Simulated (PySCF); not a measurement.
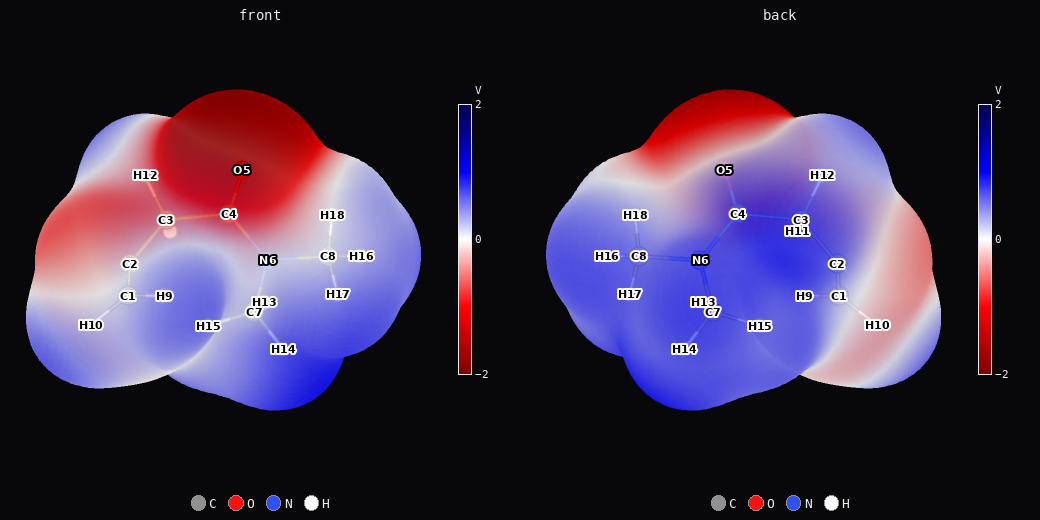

*C$_{6}$H$_{10}$NO (SMILES C=[C]CC(=O)N(C)C) (doublet). The molecular electrostatic potential painted on the density surface at 0.001 e/bohr³, seen from the front and from behind; the colour scale runs from red (negative) to blue (positive).*

Geometry: GFN2-xTB.

Theory: PySCF, UKS B3LYP, pcH-1 on C H N O, non-relativistic, mean-field spin-orbit, GIAO.

```yaml
atoms:
  - { symbol: C, position_ang: [2.5354, 0.3333, 0.7571] }
  - { symbol: C, position_ang: [2.1044, -0.2195, -0.3318] }
  - { symbol: C, position_ang: [1.0144, -1.0165, -0.8698] }
  - { symbol: C, position_ang: [-0.1496, -1.1143, 0.1322] }
  - { symbol: O, position_ang: [-0.3469, -2.1390, 0.7538] }
  - { symbol: N, position_ang: [-0.8931, 0.0001, 0.2970] }
  - { symbol: C, position_ang: [-0.7220, 1.2213, -0.4526] }
  - { symbol: C, position_ang: [-2.0358, -0.0434, 1.1827] }
  - { symbol: H, position_ang: [2.0097, 0.2966, 1.7140] }
  - { symbol: H, position_ang: [3.4740, 0.8675, 0.7890] }
  - { symbol: H, position_ang: [0.6550, -0.6093, -1.8186] }
  - { symbol: H, position_ang: [1.3691, -2.0362, -1.0418] }
  - { symbol: H, position_ang: [-1.2530, 1.1795, -1.4098] }
  - { symbol: H, position_ang: [-1.1317, 2.0459, 0.1302] }
  - { symbol: H, position_ang: [0.3323, 1.4219, -0.6316] }
  - { symbol: H, position_ang: [-2.9596, 0.1240, 0.6237] }
  - { symbol: H, position_ang: [-1.9439, 0.7211, 1.9572] }
  - { symbol: H, position_ang: [-2.0672, -1.0268, 1.6475] }
```

> Which sites attract a positive test charge, and which a negative one?

A positive charge is drawn to the negative regions and a negative charge to the positive ones. The most negative region (about −1.8 V) lies over O5, the most positive (about +0.9 V) over H11 and H14. O5 is the likeliest acceptor of a hydrogen bond.
